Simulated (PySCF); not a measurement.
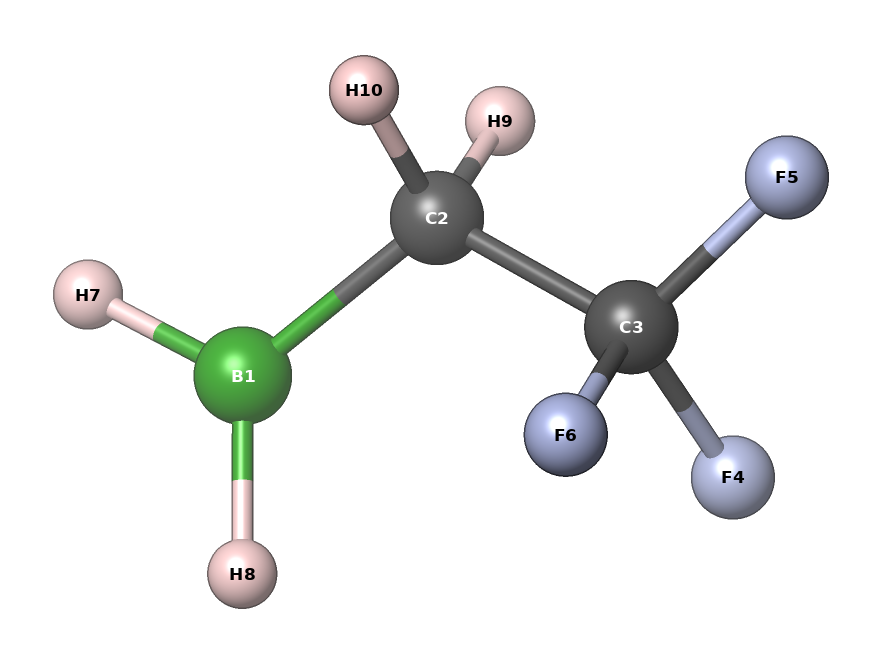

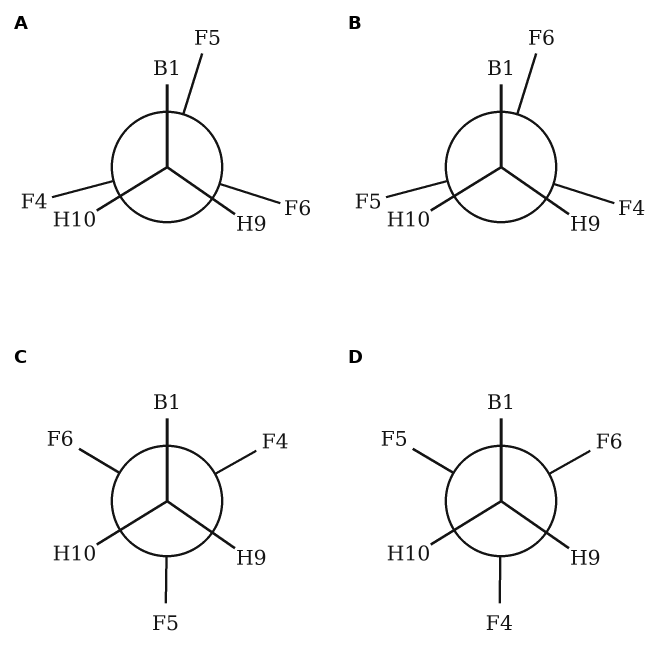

Distant atoms are faded towards the background colour. Bonds that would overlap in a projection are set slightly apart. The geometry was computed by an optimisation with PBE0-D3(BJ)/def2-SVP. No frequency run is at hand to confirm it as a minimum.

Question: Which Newman projection shows the view along C2–C3, with C2 in front?

Answer: C. The torsion angle B1–C2–C3–F4 is 61°, synclinal (gauche).
